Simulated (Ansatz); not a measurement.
**Fields on a plane of KBr (rock salt)**

```
CELL_PARAMETERS angstrom
      0.00000     3.30411     3.30411
      3.30411     0.00000     3.30411
      3.30411     3.30411     0.00000
ATOMIC_POSITIONS crystal
  Br 0.00000 0.00000 0.00000
  K  0.50000 0.50000 0.50000
```

The slice is a {110} plane (indices of the conventional cell) through the point (0.000, 0.000, 0.000) (fractional), spanned by u = [100] and v = [1 -1 -1] in vectors of this cell: u (4.67 Å) and v (6.61 Å, at 90° to u). It covers one period; positions are fractions (u, v).

Atoms on it: Br at (0.00, 0.00); K at (0.00, 0.50).

Computed with r2SCAN (plane waves to 500 eV, PAW, scalar-relativistic; Ansatz, a first-principles code). k mesh 9×9×9. These are valence fields of a PAW run, semicore shells included where kept as valence: close to a nucleus they are smooth pseudo fields. KBr was relaxed with its symmetry unable to fall.

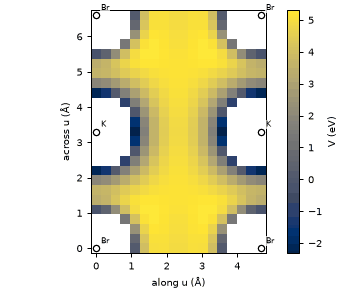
Electrostatic potential energy of an electron, from the cell's mean, in eV, one period of the plane, atoms marked. Points within 1 Å of a nucleus are left white, as the pseudised field means little there. The zero, the cell's mean, hangs on the PAW cores.

```
|*#%#*+-:..:-+*#%#|
|%%##+=-:..:-=+##%|
|###*+-:.  .:-+*##|
|**++=-:.  .:-=++*|
|++==-:.    .:-==+|
|=--::.      .::--|
|=--:..      ..:--|
|++=-:.      .:-=+|
|##*+-..    ..-+*#|
|@@%*=:......:=*%@|
|@@@#+-......-+#@@|
|@@@#+-:....:-+#@@|
|@@@#+-......-+#@@|
|@@%*=:......:=*%@|
|##*+-..    ..-+*#|
|++=-:.      .:-=+|
|=--:..      ..:--|
|=--::.      .::--|
|++==-:.    .:-==+|
|**++=-:.  .:-=++*|
|###*+-:.  .:-+*##|
|%%##+=-:..:-=+##%|
|*#%#*+-:..:-+*#%#|
|-*%#*+-:..:-+*#%*|
```
Scale: ten equal steps from -2.22 (start of ' ') to 0.62 (end of '@'), in the order ' .:-=+*#%@'. Values: log₁₀ of the valence density in e/Å³. The map has 17 points along u (one character each, u = 0 at the left) and 24 along v (v = 0 in the bottom row). The scale is logarithmic, as a density can span decades between atoms and voids.

The density on the Br–K line (3.30 Å) at its density minimum, 1.8 Å from Br is 0.07 e/Å³ and the ELF at that point comes out as 0.0. Character of the Br–K contact (rough rule: ELF there above 0.7 covalent, below 0.2 ionic, polar between): closed-shell (ionic).
